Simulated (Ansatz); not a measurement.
```
CELL_PARAMETERS angstrom
4.08012 0.00000 0.00000
-2.04006 3.53349 0.00000
0.00000 0.00000 14.19855
ATOMIC_POSITIONS crystal
Si 0.33333 0.66667 0.10856
Si 0.66667 0.33333 0.89144
Sb 0.33333 0.66667 0.36380
Sb 0.66667 0.33333 0.63620
Sb 0.33333 0.66667 0.78686
Sb 0.66667 0.33333 0.21314
Sb 0.00000 0.00000 0.50000
Se 0.00000 0.00000 0.00000
```

Space group P-3m1; a generated structure, not necessarily the stable one; computed without spin polarisation.

Level of theory: DFT PBE, scalar-relativistic, plane waves, PAW (Ansatz).

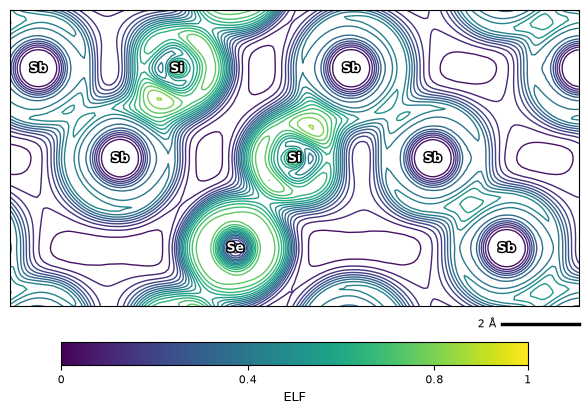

Si2Sb5Se. ELF on the (110) plane of the conventional cell.

In a PAW calculation such maps are meaningful between the atoms, not at the nuclei.

> What do the fields say about this system?

- Atoms in the plane: Si, Sb and Se.
- Si–Sb (2.78 Å): the ELF peaks at about 0.85 in the valence shell of Si, 0.9 Å from its nucleus, and is about 0.70 at the midpoint.
- Si–Se (2.82 Å): the ELF is about 0.55 at the midpoint.
